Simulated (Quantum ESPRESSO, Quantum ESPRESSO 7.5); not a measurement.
## Hf(0001), 4 layers: k-mesh convergence

Aim: how far one choice must go before the vacuum level and the energy of Hf(0001), 4 layers stand still, and what it costs.

Program: Quantum ESPRESSO 7.5. Level of theory: plane-wave DFT, PBE, SG15 norm-conserving pseudopotentials. Results are calculated unless marked as measured.

## Step 1: Starting point

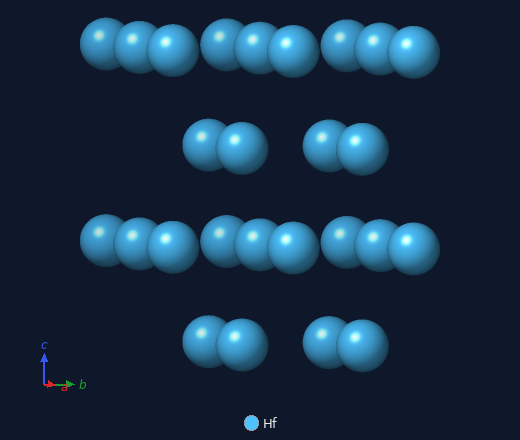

The starting structure, seen from the side, with the c axis up (hafnium blue). 2×2×1 cells are drawn. Some periodic images of atoms are drawn too.

The cell holds 4 atoms: 4 Hf. Cell: a = 3.200 Å, b = 3.200 Å, c = 23.594 Å, α = 90.0°, β = 90.0°, γ = 60.0°. It derives from Hf. Vacuum lies along c.

Structure file:

```cif
data_structure
_symmetry_space_group_name_H-M 'P 1'
_symmetry_Int_Tables_number 1
_cell_length_a 3.2000
_cell_length_b 3.2000
_cell_length_c 23.5936
_cell_angle_alpha 90.000
_cell_angle_beta 90.000
_cell_angle_gamma 60.000
_cell_volume 209.23
loop_
_atom_site_label
_atom_site_type_symbol
_atom_site_fract_x
_atom_site_fract_y
_atom_site_fract_z
_atom_site_occupancy
Hf1 Hf 0.66667 0.66667 0.83908 1
Hf2 Hf 0.00000 0.00000 0.94636 1
Hf3 Hf 0.66667 0.66667 0.05364 1
Hf4 Hf 0.00000 0.00000 0.16092 1
```

## Step 2: Ground state: 23×23×1 points

The first run is the reference of the series.

The input, c0.in:

```
&control
  prefix = 'c0'
  outdir = './out'
  pseudo_dir = './pseudo'
  calculation = 'scf'
  tprnfor = .true.
/
&system
  ibrav = 0
  nat = 4
  ntyp = 1
  ecutwfc = 60
  ecutrho = 240
  occupations = 'smearing'
  smearing = 'mv'
  degauss = 0.02
  assume_isolated = 'esm'
  esm_bc = 'bc1'
/
&electrons
  conv_thr = 1e-07
  mixing_beta = 0.4
  electron_maxstep = 120
  mixing_mode = 'local-TF'
/
ATOMIC_SPECIES
  Hf  178.4900  Hf_ONCV_PBE-1.2.upf
CELL_PARAMETERS angstrom
  3.20000000000000 0.00000000000000 0.00000000000000
  1.60000000000000 2.77128129211020 0.00000000000000
  0.00000000000000 0.00000000000000 23.59360000000000
ATOMIC_POSITIONS crystal
  Hf  0.666666666700 0.666666666700 -0.160924996609
  Hf  0.000000000000 0.000000000000 -0.053641665536
  Hf  0.666666666700 0.666666666700 0.053641665536
  Hf  0.000000000000 0.000000000000 0.160924996609
K_POINTS automatic
  23 23 1 0 0 0
```

Started as:

```
OMP_NUM_THREADS=1 mpirun -n 4 pw.x -nk 4 -in c0.in > c0.out
```

What it wrote:

```text
Program PWSCF v.7.5 starts
[citation notice left out]

     Parallel version (MPI & OpenMP), running on       4 processor cores
     Number of MPI processes:                 4
     Threads/MPI process:                     1

     MPI processes distributed on     1 nodes
[...]
Current dimensions of program PWSCF are:
     Max number of different atomic species (ntypx) = 10
     Max number of k-points (npk) =  40000
     Max angular momentum in pseudopotentials (lmaxx) =  4
     Message from routine setup:
     using ibrav=0 with symmetry is DISCOURAGED, use correct ibrav instead

     K-points division:     npool     =       4
     Subspace diagonalization in iterative solution of the eigenvalue problem:
     a serial algorithm will be used

     G-vector sticks info
     --------------------
     sticks:   dense  smooth     PW     G-vecs:    dense   smooth      PW
     Sum         595     595    187                88497    88497   14803

     Using Slab Decomposition

     bravais-lattice index     =            0
     lattice parameter (alat)  =       6.0471  a.u.
     unit-cell volume          =    1411.9568 (a.u.)^3
     number of atoms/cell      =            4
     number of atomic types    =            1
     number of electrons       =       104.00
     number of Kohn-Sham states=           62
     kinetic-energy cutoff     =      60.0000  Ry
     charge density cutoff     =     240.0000  Ry
     scf convergence threshold =      1.0E-07
     mixing beta               =       0.4000
     number of iterations used =            8  local-TF  mixing
     Exchange-correlation= PBE
                           (   1   4   3   4   0   0   0)

     Effective Screening Medium Method
     =================================
     Boundary Conditions: Vacuum-Slab-Vacuum
     total charge in unit cell        =   0.0000
     grid points for fit at edges     =        4

     celldm(1)=   6.047124  celldm(2)=   0.000000  celldm(3)=   0.000000
     celldm(4)=   0.000000  celldm(5)=   0.000000  celldm(6)=   0.000000

     crystal axes: (cart. coord. in units of alat)
               a(1) = (   1.000000   0.000000   0.000000 )
               a(2) = (   0.500000   0.866025   0.000000 )
               a(3) = (   0.000000   0.000000   7.373000 )

     reciprocal axes: (cart. coord. in units 2 pi/alat)
               b(1) = (  1.000000 -0.577350  0.000000 )
               b(2) = (  0.000000  1.154701  0.000000 )
               b(3) = (  0.000000  0.000000  0.135630 )

     PseudoPot. # 1 for Hf read from file:
     ./pseudo/Hf_ONCV_PBE-1.2.upf
     Pseudo is Norm-conserving, Zval = 26.0
     Generated using ONCVPSP code by D. R. Hamann
     Using radial grid of  602 points,  8 beta functions with:
                l(1) =   0
                l(2) =   0
                l(3) =   1
                l(4) =   1
                l(5) =   2
                l(6) =   2
                l(7) =   3
                l(8) =   3

     atomic species   valence    mass     pseudopotential
     Hf               26.00   178.49000     Hf( 1.00)

     12 Sym. Ops., with inversion, found ( 6 have fractional translation)

   Cartesian axes

     site n.     atom                  positions (alat units)
         1        Hf     tau(   1) = (   1.0000000   0.5773503  -1.1865000  )
         2        Hf     tau(   2) = (   0.0000000   0.0000000  -0.3955000  )
         3        Hf     tau(   3) = (   1.0000000   0.5773503   0.3955000  )
         4        Hf     tau(   4) = (   0.0000000   0.0000000   1.1865000  )

     number of k points=    56  Marzari-Vanderbilt smearing, width (Ry)=  0.0200
                       cart. coord. in units 2pi/alat
        k(    1) = (   0.0000000   0.0000000   0.0000000), wk =   0.0037807
        k(    2) = (   0.0000000   0.0502044   0.0000000), wk =   0.0226843
        k(    3) = (   0.0000000   0.1004087   0.0000000), wk =   0.0226843
        k(    4) = (   0.0000000   0.1506131   0.0000000), wk =   0.0226843
        k(    5) = (   0.0000000   0.2008175   0.0000000), wk =   0.0226843
        k(    6) = (   0.0000000   0.2510219   0.0000000), wk =   0.0226843
        k(    7) = (   0.0000000   0.3012262   0.0000000), wk =   0.0226843
        k(    8) = (   0.0000000   0.3514306   0.0000000), wk =   0.0226843
        k(    9) = (   0.0000000   0.4016350   0.0000000), wk =   0.0226843
        k(   10) = (   0.0000000   0.4518393   0.0000000), wk =   0.0226843
[...]
k(   56) = (   0.3043478  -0.5773503   0.0000000), wk =   0.0226843

     Dense  grid:    88497 G-vectors     FFT dimensions: (  30,  30, 225)

     Estimated max dynamical RAM per process >     275.33 MB

     Estimated total dynamical RAM >       1.01 GB

     Initial potential from superposition of free atoms

     starting charge     103.5139, renormalised to     104.0000

     negative rho (up, down):  5.366E-04 0.000E+00
     Starting wfcs are random

     total cpu time spent up to now is        3.2 secs

     per-process dynamical memory:   223.3 Mb

     Self-consistent Calculation

     iteration #  1     ecut=    60.00 Ry     beta= 0.40
     Davidson diagonalization with overlap
     ethr =  1.00E-02,  avg # of iterations = 48.8

     negative rho (up, down):  4.165E-06 0.000E+00

     total cpu time spent up to now is      128.1 secs

     total energy              =   -1788.75338542 Ry
     estimated scf accuracy    <       1.20234901 Ry

     iteration #  2     ecut=    60.00 Ry     beta= 0.40
[...]
negative rho (up, down):  2.156E-05 0.000E+00

[...]
total energy              =   -1789.43175861 Ry
     estimated scf accuracy    <       0.30696103 Ry

     iteration #  3     ecut=    60.00 Ry     beta= 0.40
[...]
c_bands:  3 eigenvalues not converged
     c_bands:  1 eigenvalues not converged
     c_bands:  2 eigenvalues not converged
     c_bands:  2 eigenvalues not converged
     c_bands:  1 eigenvalues not converged
[...]
negative rho (up, down):  1.886E-06 0.000E+00

[...]
total energy              =   -1789.56589396 Ry
     estimated scf accuracy    <       0.04540648 Ry

     iteration #  4     ecut=    60.00 Ry     beta= 0.40
[...]
c_bands:  1 eigenvalues not converged
     c_bands:  1 eigenvalues not converged
     c_bands:  3 eigenvalues not converged
     c_bands:  4 eigenvalues not converged
     c_bands:  4 eigenvalues not converged
     c_bands:  1 eigenvalues not converged
     c_bands:  2 eigenvalues not converged
[...]
negative rho (up, down):  7.628E-08 0.000E+00

[...]
total energy              =   -1789.60943884 Ry
     estimated scf accuracy    <       0.00234631 Ry

     iteration # 12     ecut=    60.00 Ry     beta= 0.40
[...]
negative rho (up, down):  2.337E-05 0.000E+00

[...]
total energy              =   -1789.60748298 Ry
     estimated scf accuracy    <       0.00226930 Ry

     iteration # 13     ecut=    60.00 Ry     beta= 0.40
[...]
negative rho (up, down):  2.676E-06 0.000E+00

[...]
total energy              =   -1789.60761092 Ry
     estimated scf accuracy    <       0.00049597 Ry

     iteration # 14     ecut=    60.00 Ry     beta= 0.40
[...]
total energy              =   -1789.60784327 Ry
     estimated scf accuracy    <       0.00025300 Ry

[...]
iteration # 21     ecut=    60.00 Ry     beta= 0.40
[...]
negative rho (up, down):  3.188E-08 0.000E+00

[...]
total energy              =   -1789.60764787 Ry
     estimated scf accuracy    <       0.00000617 Ry

     iteration # 22     ecut=    60.00 Ry     beta= 0.40
[...]
total energy              =   -1789.60769407 Ry
     estimated scf accuracy    <       0.00000686 Ry

     iteration # 23     ecut=    60.00 Ry     beta= 0.40
[...]
total energy              =   -1789.60765511 Ry
     estimated scf accuracy    <       0.00000078 Ry

     iteration # 24     ecut=    60.00 Ry     beta= 0.40
[...]
total energy              =   -1789.60764885 Ry
     estimated scf accuracy    <       0.00000730 Ry

     iteration # 25     ecut=    60.00 Ry     beta= 0.40
[...]
total energy              =   -1789.60764756 Ry
     estimated scf accuracy    <       0.00000302 Ry

     iteration # 26     ecut=    60.00 Ry     beta= 0.40
[...]
total energy              =   -1789.60760867 Ry
     estimated scf accuracy    <       0.00000167 Ry

     iteration # 27     ecut=    60.00 Ry     beta= 0.40
[...]
total energy              =   -1789.60758914 Ry
     estimated scf accuracy    <       0.00000044 Ry

     iteration # 28     ecut=    60.00 Ry     beta= 0.40
[...]
End of self-consistent calculation

          k = 0.0000 0.0000 0.0000 ( 11119 PWs)   bands (ev):

   -66.6736 -66.6735 -66.2498 -66.2148 -35.5012 -35.4465 -35.0193 -34.9620
   -34.9620 -34.9616 -34.9616 -34.6445 -34.6071 -34.6071 -34.5441 -34.5441
   -16.5576 -16.5576 -16.5115 -16.5115 -16.5115 -16.5115 -16.4750 -16.4750
   -16.4750 -16.4750 -16.4251 -16.4251 -16.3569 -16.3569 -16.0796 -16.0693
   -16.0693 -16.0676 -16.0676 -16.0664 -16.0505 -16.0395 -16.0355 -16.0355
   -16.0241 -16.0241 -15.9917 -15.9899 -11.2570 -10.2628  -9.0407  -8.1824
    -4.4839  -4.3554  -3.8715  -3.8349  -3.2320  -3.2318  -3.1928  -3.1923
    -3.1362  -2.9862  -2.9854  -2.5571  -2.5557  -1.2340

          k = 0.0000 0.0502 0.0000 ( 11135 PWs)   bands (ev):

   -66.6729 -66.6729 -66.2490 -66.2143 -35.4981 -35.4448 -35.0242 -34.9731
   -34.9666 -34.9645 -34.9641 -34.6504 -34.6114 -34.6100 -34.5537 -34.5459
   -16.5572 -16.5572 -16.5122 -16.5122 -16.5117 -16.5116 -16.4751 -16.4751
   -16.4746 -16.4746 -16.4242 -16.4242 -16.3580 -16.3580 -16.0790 -16.0695
   -16.0691 -16.0678 -16.0671 -16.0654 -16.0499 -16.0392 -16.0360 -16.0356
   -16.0248 -16.0242 -15.9928 -15.9910 -11.2008 -10.2082  -8.9848  -8.1241
    -4.4944  -4.3695  -3.8990  -3.8928  -3.3377  -3.2892  -3.1892  -3.1440
    -3.1142  -2.9443  -2.9404  -2.5898  -2.5104  -1.2776

          k = 0.0000 0.1004 0.0000 ( 11135 PWs)   bands (ev):

   -66.6710 -66.6710 -66.2467 -66.2129 -35.4891 -35.4401 -35.0438 -35.0054
   -34.9764 -34.9718 -34.9713 -34.6731 -34.6191 -34.6184 -34.5813 -34.5514
   -16.5560 -16.5560 -16.5140 -16.5140 -16.5120 -16.5120 -16.4753 -16.4753
   -16.4735 -16.4735 -16.4216 -16.4216 -16.3611 -16.3611 -16.0772 -16.0701
   -16.0685 -16.0680 -16.0656 -16.0626 -16.0480 -16.0384 -16.0371 -16.0359
   -16.0267 -16.0246 -15.9958 -15.9942 -11.0348 -10.0475  -8.8207  -7.9530
    -4.5405  -4.4358  -4.0635  -3.9247  -3.5861  -3.4511  -3.1713  -3.0642
    -3.0025  -2.8680  -2.8045  -2.6775  -2.3732  -1.4649

          k = 0.0000 0.1506 0.0000 ( 11127 PWs)   bands (ev):

   -66.6680 -66.6680 -66.2430 -66.2107 -35.4749 -35.4327 -35.0839 -35.0555
   -34.9835 -34.9834 -34.9828 -34.7151 -34.6316 -34.6285 -34.6206 -34.5601
   -16.5542 -16.5542 -16.5168 -16.5168 -16.5126 -16.5126 -16.4756 -16.4756
   -16.4717 -16.4717 -16.4175 -16.4175 -16.3660 -16.3660 -16.0754 -16.0703
   -16.0681 -16.0676 -16.0633 -16.0583 -16.0454 -16.0393 -16.0363 -16.0362
   -16.0296 -16.0254 -16.0005 -15.9991 -10.7663  -9.7900  -8.5604  -7.6820
    -4.6659  -4.5784  -4.2721  -3.9321  -3.8691  -3.6839  -3.2685  -2.8858
    -2.8744  -2.7874  -2.6959  -2.5839  -2.1577  -1.6441

          k = 0.0000 0.2008 0.0000 ( 11141 PWs)   bands (ev):

   -66.6641 -66.6641 -66.2382 -66.2078 -35.4566 -35.4236 -35.1408 -35.1191
   -34.9984 -34.9977 -34.9891 -34.7713 -34.6758 -34.6484 -34.6313 -34.5716
   -16.5518 -16.5518 -16.5204 -16.5203 -16.5134 -16.5134 -16.4760 -16.4760
   -16.4694 -16.4694 -16.4121 -16.4120 -16.3723 -16.3722 -16.0756 -16.0701
   -16.0664 -16.0661 -16.0606 -16.0527 -16.0437 -16.0399 -16.0368 -16.0343
   -16.0326 -16.0269 -16.0065 -16.0045 -10.4076  -9.4523  -8.2267  -7.3376
    -4.8865  -4.7750  -4.4877  -4.1870  -3.9760  -3.8430  -3.3656  -3.0395
    -2.6699  -2.5632  -2.5463  -2.2815  -1.8945  -1.8089

          k = 0.0000 0.2510 0.0000 ( 11109 PWs)   bands (ev):

   -66.6596 -66.6596 -66.2326 -66.2045 -35.4362 -35.4139 -35.2078 -35.1909
   -35.0156 -35.0147 -34.9981 -34.8351 -34.7282 -34.6674 -34.6399 -34.5851
   -16.5492 -16.5492 -16.5243 -16.5242 -16.5143 -16.5143 -16.4764 -16.4763
   -16.4667 -16.4667 -16.4057 -16.4057 -16.3792 -16.3792 -16.0770 -16.0710
   -16.0652 -16.0616 -16.0575 -16.0471 -16.0441 -16.0406 -16.0374 -16.0329
   -16.0313 -16.0296 -16.0134 -16.0091  -9.9768  -9.0593  -7.8582  -6.9698
    -5.1422  -4.9945  -4.7158  -4.4267  -4.2041  -3.8350  -3.4259  -3.2054
    -2.5819  -2.3584  -2.3337  -1.9135  -1.8867  -1.5966

[...]
the Fermi energy is    -4.3658 ev

!    total energy              =   -1789.60757528 Ry
     estimated scf accuracy    <       0.00000007 Ry
     smearing contrib. (-TS)   =      -0.00270253 Ry
     internal energy E=F+TS    =   -1789.60487275 Ry

     The total energy is F=E-TS. E is the sum of the following terms:
     one-electron contribution =   26145.43012474 Ry
     hartree contribution      =  -13060.33701356 Ry
     xc contribution           =    -153.50396440 Ry
     ewald contribution        =  -14721.19401954 Ry

     convergence has been achieved in  28 iterations

     Forces acting on atoms (cartesian axes, Ry/au):

     atom    1 type  1   force =     0.00000000    0.00000000    0.02199003
     atom    2 type  1   force =     0.00000000    0.00000000   -0.03380663
     atom    3 type  1   force =     0.00000000    0.00000000    0.03380663
     atom    4 type  1   force =     0.00000000    0.00000000   -0.02199003

     Total force =     0.057034     Total SCF correction =     0.004298

[...]
=------------------------------------------------------------------------------=
   JOB DONE.
=------------------------------------------------------------------------------=
[...]
```

Elapsed: 7.7 min, on 4 MPI ranks of Intel Xeon Gold 6455B (Sapphire Rapids), shared host; peak memory 1.2 GiB.

Numbers from this step:

* free energy: -24348.8515 eV
* Fermi energy: -4.366 eV
* vacuum line at the lower end of the cell, over the Fermi level: 4.366 eV
* vacuum line at the upper end of the cell, over the Fermi level: 4.366 eV

The potential energy, planar mean oscillates, so the rows of the table below give means over windows of 2.5 Å about each position, cut where the curve ends. Its maxima inside the range that stand out by 2 % of the span (Å: eV): -2.5: -0.519, 0.0: -0.691, 2.5: -0.519. Its minima: -3.8: -23.7, -1.3: -23.5, 1.3: -23.5, 3.8: -23.7.

Electrostatic potential energy of an electron; zero at the Fermi level. Table of potential energy, planar mean by z; means over each step:

```
z (Å)  potential energy, planar mean (eV)
-10.0                                4.37
 -7.5                                4.31
 -5.0                               -4.02
 -2.5                               -9.55
  0.0                               -9.66
  2.5                               -9.55
  5.0                               -4.02
  7.5                                4.31
 10.0                                4.37
```

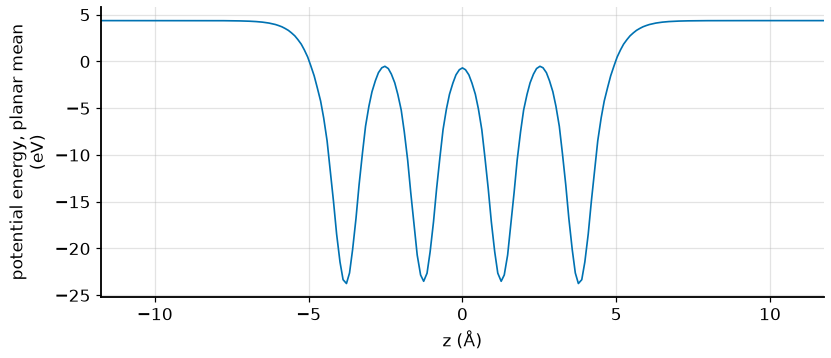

Potential energy, planar mean, plotted against z.

The program's own clock; routines nest. Time by routine:

```
     routine  wall time (s)   calls
       PWSCF          462.9       1
   electrons          458.5       1
     c_bands          423.9      28
     cegterg          374.8     423
       h_psi          247.1    4073
    vloc_psi          187.3    4073
        fftw          167.9  252004
      calbec          30.95    4129
h_psi:calbec          30.16    4073
  add_vuspsi          27.48    4073
    sum_band          24.56      28
     cdiaghg          10.64    4031
     mix_rho           8.59      28
   init_us_2           4.33     812
```

The vacuum levels are read from the outermost 0.7 Å of the cell on either side.

The run needed 28 iterations to bring the estimated error under 1e-07 Ry; the largest force on any atom, held or free, is 0.87 eV/Å.

Inside the slab this potential holds the local part of the pseudopotentials, which can be repulsive at the nuclei; only its value in the vacuum has a meaning of its own.

(Part 1 of 3 ends here.)

[Logs are printed without paths, hosts, clocks, repeated set-up lines and the standing remarks that a program may print on its own settings, such as how far it seeks lower states.]

[Hosts, paths, dates, database ids (printed as entryN), source tags and the programs' standing remarks are cut or masked in the printed files.]

[Maps of the electrostatic potential energy from Ansatz leave out the sawtooth potential of an applied field or a dipole correction, so their vacuum need not be flat; planar profiles and work functions include it.]
